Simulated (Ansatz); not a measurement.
**B₂H (quartet): RPA-PBE over vertical spin and charge gaps, cc-pVDZ**

How well do these functionals follow the top wave-function level for B₂H (quartet) over vertical spin and charge gaps?

Method: cc-pVDZ, all electrons in the functionals, frozen cores in the correlation of double hybrids and RPA; program: Ansatz 0.2.0, Gaussian basis.

Plan: RPA-PBE, at charge 0, quartet; charge 0, doublet; charge 0, sextet; charge 1, triplet; charge 1, quintet.

10 further runs of the same task are left out: 4 for a known fault of the program, 1 that didn't finish, 5 set aside as unsound or not needed.

### Step 1. What is computed

The geometry is a PBE0/def2-TZVP stationary point (not a proven minimum).

3 atoms, charge 0, spin multiplicity 4.

Atoms are counted from 1 here; the program's logs count them from 0.

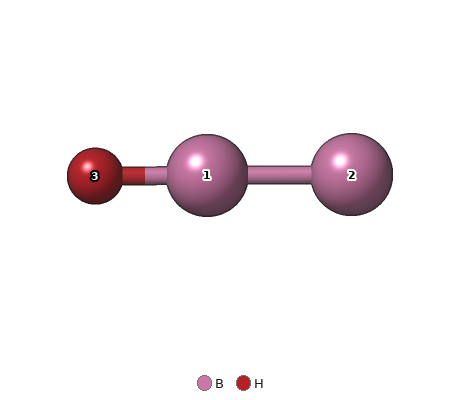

The structure; boron pink, hydrogen red; atoms are numbered from 1 in the order of the file.

As a file:

```xyz
3

B     0.00000    0.00000    0.11406
B     0.00000    0.00000   -1.40637
H     0.00000    0.00000    1.29231
```

No dispersion term is added.

The geometry shown and the zero of energy belong to the point charge 0, quartet. The yardstick, FCI, and other wave-function levels (R restricted, U unrestricted, valence and pair active spaces) come from earlier runs.

### Step 2. RPA-PBE, charge 0, quartet

The input, in.yaml:

```yaml
crystal:
  periodic: [false, false, false]
  atoms:
    - {symbol: B, position_ang: [0.000000, 0.000000, 0.114060]}
    - {symbol: B, position_ang: [0.000000, 0.000000, -1.406367]}
    - {symbol: H, position_ang: [0.000000, 0.000000, 1.292307]}
basis:
  gaussian: {orbitals: cc-pVDZ}
magnetization: {spin_polarized: true, initial_magnetization: 3}
hamiltonian: {xc: {name: PBE}}
correlation: {method: rpa, electrons: outside_noble_gas}
```

Run with:

```sh
$ ansatz run in.yaml --threads 1 --pin off --events-out ev --progress --plain --max-ram 4096MiB --backend cpu
```

What it wrote:

```text
Functional definition: PBE
  name "PBE"
  cite "Perdew, Burke & Ernzerhof, Phys. Rev. Lett. 77, 3865 (1996) doi:10.1103/PhysRevLett.77.3865"
  parent pbe
  parameter kappa = 0.804
  parameter beta = 0.06672455060314922
  exchange = pbe_x(kappa = kappa, mu = beta*pi^2/3)
  correlation = pbe_c(beta = beta)
308 factors; integrals over basis functions are off by at most 1.3e-3 eV
mean field evaluation 1: about -1359.2961 eV, gradient 1.3e1 eV
mean field evaluation 2: about -1359.2927 eV, gradient 1.3e1 eV
mean field evaluation 4: about -1360.5457 eV, gradient 4.9e0 eV
mean field evaluation 8: about -1360.7643 eV, gradient 1.9e-2 eV
mean field -1360.76430192 eV, -50.0071657365 hartree, gradient 9.4e-6 eV, S^2 3.752536; 0 other end points of the search recorded, 0 dependent functions left out
2 core orbitals not correlated: weight in the atoms' cores, before any rotation towards them, 1.000 or more for the frozen orbitals, at most 0.000 for the correlated occupied ones
reference -1354.80312507 eV, -49.7880965279 hartree; 5, 2 occupied and 26, 29 virtual orbitals, 308 factors
Total energy: -1360.90984848 eV, -50.0125144737 hartree
```

Wall time 0.52 s (1 thread of AMD EPYC 7R13, shared host).

From the report: ⟨S²⟩ of the determinant 3.753 (pure quartet: 3.75).

### Step 3. RPA-PBE, charge 0, doublet

in.yaml, as its differences from that of step 2:

```diff
@@ -8,3 +8,3 @@
   gaussian: {orbitals: cc-pVDZ}
-magnetization: {spin_polarized: true, initial_magnetization: 3}
+magnetization: {spin_polarized: true, initial_magnetization: 1}
 hamiltonian: {xc: {name: PBE}}
```

Same command.

What it wrote (excerpt; [...] marks lines left out):

```text
Functional definition: PBE
  name "PBE"
  cite "Perdew, Burke & Ernzerhof, Phys. Rev. Lett. 77, 3865 (1996) doi:10.1103/PhysRevLett.77.3865"
  parent pbe
[...]
308 factors; integrals over basis functions are off by at most 1.3e-3 eV
[...]
mean field -1360.17532217 eV, -49.9855211299 hartree, gradient 5.2e-6 eV, S^2 1.754318; 15 other end points of the search recorded, 0 dependent functions left out
2 core orbitals not correlated: weight in the atoms' cores, before any rotation towards them, 1.000 or more for the frozen orbitals, at most 0.000 for the correlated occupied ones
reference -1353.95228378 eV, -49.7568286873 hartree; 4, 3 occupied and 27, 28 virtual orbitals, 308 factors
Total energy: -1360.30816428 eV, -49.9904029872 hartree
```

Run time: 4.3 s. Hardware: 1 thread of AMD EPYC 7R13, shared host.

From the report: ⟨S²⟩ of the determinant 1.754 (pure doublet: 0.75). The determinant is far from a pure spin state, so its energy mixes those of several spin states (harmless only where they are near-degenerate, as at dissociation).

From charge 0, quartet: +0.602 eV.

### Step 4. RPA-PBE, charge 0, sextet

in.yaml, as its differences from that of step 3:

```diff
@@ -8,3 +8,3 @@
   gaussian: {orbitals: cc-pVDZ}
-magnetization: {spin_polarized: true, initial_magnetization: 1}
+magnetization: {spin_polarized: true, initial_magnetization: 5}
 hamiltonian: {xc: {name: PBE}}
```

The command is unchanged.

What it wrote (excerpt; [...] marks lines left out):

```text
Functional definition: PBE
  name "PBE"
  cite "Perdew, Burke & Ernzerhof, Phys. Rev. Lett. 77, 3865 (1996) doi:10.1103/PhysRevLett.77.3865"
  parent pbe
[...]
308 factors; integrals over basis functions are off by at most 1.3e-3 eV
[...]
mean field -1352.29861324 eV, -49.6960574157 hartree, gradient 1.2e-6 eV, S^2 8.750812; 3 other end points of the search recorded, 0 dependent functions left out
2 core orbitals not correlated: weight in the atoms' cores, before any rotation towards them, 1.000 or more for the frozen orbitals, at most 0.000 for the correlated occupied ones
reference -1346.75095592 eV, -49.4921847694 hartree; 6, 1 occupied and 25, 30 virtual orbitals, 308 factors
Total energy: -1352.46401453 eV, -49.7021358008 hartree
```

Run time: 0.8 s. Hardware: 1 thread of AMD EPYC 7R13, shared host.

From the report: ⟨S²⟩ of the determinant 8.751 (pure sextet: 8.75).

From charge 0, quartet: +8.446 eV.

### Step 5. RPA-PBE, charge 1, triplet

in.yaml, as its differences from that of step 4:

```diff
@@ -8,3 +8,4 @@
   gaussian: {orbitals: cc-pVDZ}
-magnetization: {spin_polarized: true, initial_magnetization: 5}
+total_charge: 1
+magnetization: {spin_polarized: true, initial_magnetization: 2}
 hamiltonian: {xc: {name: PBE}}
```

Launched as before.

What it wrote (excerpt; [...] marks lines left out):

```text
Functional definition: PBE
  name "PBE"
  cite "Perdew, Burke & Ernzerhof, Phys. Rev. Lett. 77, 3865 (1996) doi:10.1103/PhysRevLett.77.3865"
  parent pbe
[...]
308 factors; integrals over basis functions are off by at most 1.3e-3 eV
[...]
mean field -1350.97853797 eV, -49.6475455443 hartree, gradient 5.4e-6 eV, S^2 2.001581; 6 other end points of the search recorded, 0 dependent functions left out
2 core orbitals not correlated: weight in the atoms' cores, before any rotation towards them, 1.000 or more for the frozen orbitals, at most 0.000 for the correlated occupied ones
reference -1346.12690235 eV, -49.4692512237 hartree; 4, 2 occupied and 27, 29 virtual orbitals, 308 factors
Total energy: -1351.41046701 eV, -49.6634186438 hartree
```

Run time: 1.6 s. Hardware: 1 thread of AMD EPYC 7R13, shared host.

From the report: ⟨S²⟩ of the determinant 2.002 (pure triplet: 2.00).

From charge 0, quartet: +9.499 eV.

### Step 6. RPA-PBE, charge 1, quintet

in.yaml, as its differences from that of step 5:

```diff
@@ -9,3 +9,3 @@
 total_charge: 1
-magnetization: {spin_polarized: true, initial_magnetization: 2}
+magnetization: {spin_polarized: true, initial_magnetization: 4}
 hamiltonian: {xc: {name: PBE}}
```

Launched as before.

What it wrote (excerpt; [...] marks lines left out):

```text
Functional definition: PBE
  name "PBE"
  cite "Perdew, Burke & Ernzerhof, Phys. Rev. Lett. 77, 3865 (1996) doi:10.1103/PhysRevLett.77.3865"
  parent pbe
[...]
308 factors; integrals over basis functions are off by at most 1.3e-3 eV
[...]
mean field -1346.80027507 eV, -49.4939972147 hartree, gradient 6.3e-6 eV, S^2 6.000585; 1 other end points of the search recorded, 0 dependent functions left out
2 core orbitals not correlated: weight in the atoms' cores, before any rotation towards them, 1.000 or more for the frozen orbitals, at most 0.000 for the correlated occupied ones
reference -1341.36795645 eV, -49.2943631878 hartree; 5, 1 occupied and 26, 30 virtual orbitals, 308 factors
Total energy: -1347.00870426 eV, -49.5016568462 hartree
```

Wall time 0.58 s (1 thread of AMD EPYC 7R13, shared host).

From the report: ⟨S²⟩ of the determinant 6.001 (pure quintet: 6.00).

From charge 0, quartet: +13.901 eV.

### Step 7. Against the wave-function levels

The yardstick is full CI for this spin, exact in this basis with these frozen cores. It comes from earlier runs at the same points. Energies in eV, counted from charge 0, quartet; blanks weren't run or aren't comparable.

| level | quartet to doublet | quartet to sextet | ionisation to the triplet cation | ionisation to the quintet cation |
| --- | --- | --- | --- | --- |
| FCI | 1.065 |  | 9.462 | 13.901 |
| RPA-PBE |  | 8.446 | 9.499 | 13.901 |

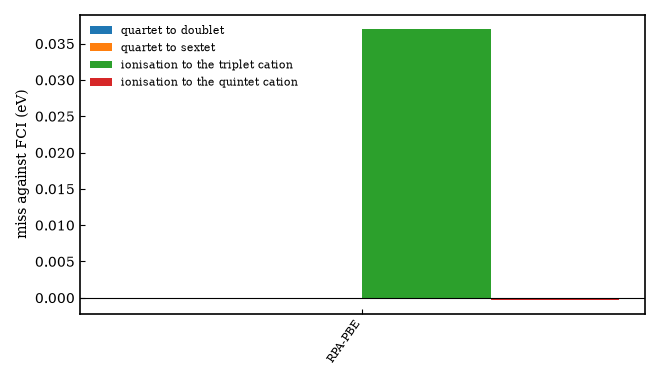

Misses of the gaps against FCI.

Largest miss and mean time a point (FCI took 52 s a point; shared hosts):

| level | largest miss (eV) | where | time a point |
| --- | --- | --- | --- |
| RPA-PBE | +0.037 | ionisation to the triplet cation | 1.6 s |

### Step 8. Results

| quantity | value |
| --- | --- |
| quartet to doublet, FCI | 1.065 eV |
| ionisation to the triplet cation, FCI | 9.462 eV |
| ionisation to the quintet cation, FCI | 13.901 eV |
| largest miss, RPA-PBE | +0.037 eV (ionisation to the triplet cation) |

Misses are known at 2 of 4 points at best, and only functionals with that many are ranked. RPA-PBE strays by up to 0.037 eV, at ionisation to the triplet cation. RPA-PBE clearly breaks the spin symmetry at some points (⟨S²⟩ up to 1.00 above the pure value), so energy there is bought with a mixed spin. Functionals and the yardstick converge differently with the basis, so part of each miss in cc-pVDZ is the basis.
